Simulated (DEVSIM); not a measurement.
Device: illuminated Si p-on-n cell, one wavelength, at 400 K.

| layer (left to right) | material | thickness (μm) | Nd (cm⁻³) | Na (cm⁻³) | τn (s) | τp (s) | absorption coefficient (cm⁻¹) |
|---|---|---|---|---|---|---|---|
| 1 | Si | 0.640 | - | 2e18 | 1.1e-6 | 3.6e-6 | 14000 |
| 2 | Si | 47.0 | 3.7e16 | - | 4.7e-6 | 4.7e-6 | 14000 |

Left contact: ohmic, minority electron recombination velocity 8000 cm/s. Right contact: ohmic, minority hole recombination velocity 300 cm/s. Voltage is applied to the left contact. Recombination: SRH at mid-gap, radiative. Light enters at the left, 1e18 photons cm⁻² s⁻¹, one pass, no reflection. Mobility is constant in doping.

Constants are typed, rounded textbook-type inputs, not results; the design itself was drawn at random and stands for no fabricated device. Values at 300 K; Nc and Nv go as T^1.5, mobilities as T to minus their exponent, the gap by Varshni's rule with the affinity fixed.

| parameter | Si |
|---|---|
| gap (eV) | 1.124 |
| affinity (eV) | 4.05 |
| permittivity | 11.7 |
| Nc (cm⁻³) | 2.86e19 |
| Nv (cm⁻³) | 3.1e19 |
| μn (cm²/Vs) | 1417 |
| μp (cm²/Vs) | 470 |
| T exponent of μn | 2.3 |
| T exponent of μp | 2.2 |
| B (cm³/s) | 4.7e-15 |
| Varshni α (eV/K) | 0.000473 |
| Varshni β (K) | 636 |

DEVSIM, 1D drift-diffusion, Boltzmann statistics, complete ionisation; no tunnelling, impact ionisation, image-force lowering or self-heating.

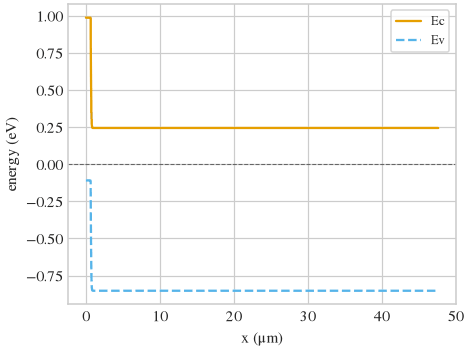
Figure: Band edges at zero bias, in the dark

Energies count from the Fermi level of the right contact; mesh points crowd at the junctions.

```tsv
x (μm)	Ec (eV)	Ev (eV)	n (cm⁻³)	p (cm⁻³)	field (V/cm)
0.000	0.987	-0.109	1.6e7	2.0e18	≈ 0
0.03142	0.987	-0.109	1.6e7	2.0e18	≈ 0
0.09606	0.987	-0.109	1.6e7	2.0e18	≈ 0
0.2434	0.987	-0.109	1.6e7	2.0e18	≈ 0
0.5092	0.987	-0.109	1.6e7	2.0e18	≈ 0
0.5923	0.987	-0.109	1.6e7	2.0e18	≈ 0
0.6326	0.980	-0.116	2.0e7	1.6e18	-20000
0.6725	0.677	-0.420	1.3e11	2.5e14	-68000
0.7439	0.340	-0.756	2.3e15	1.4e10	-27000
0.9171	0.244	-0.852	3.7e16	8.7e8	-56
1.325	0.244	-0.852	3.7e16	8.7e8	≈ 0
2.748	0.244	-0.852	3.7e16	8.7e8	≈ 0
5.636	0.244	-0.852	3.7e16	8.7e8	≈ 0
12.44	0.244	-0.852	3.7e16	8.7e8	≈ 0
32.02	0.244	-0.852	3.7e16	8.7e8	≈ 0
41.02	0.244	-0.852	3.7e16	8.7e8	≈ 0
44.84	0.244	-0.852	3.7e16	8.7e8	≈ 0
46.42	0.244	-0.852	3.7e16	8.7e8	≈ 0
47.27	0.244	-0.852	3.7e16	8.7e8	≈ 0
47.49	0.244	-0.852	3.7e16	8.7e8	≈ 0
47.59	0.244	-0.852	3.7e16	8.7e8	≈ 0
47.64	0.244	-0.852	3.7e16	8.7e8	≈ 0
```
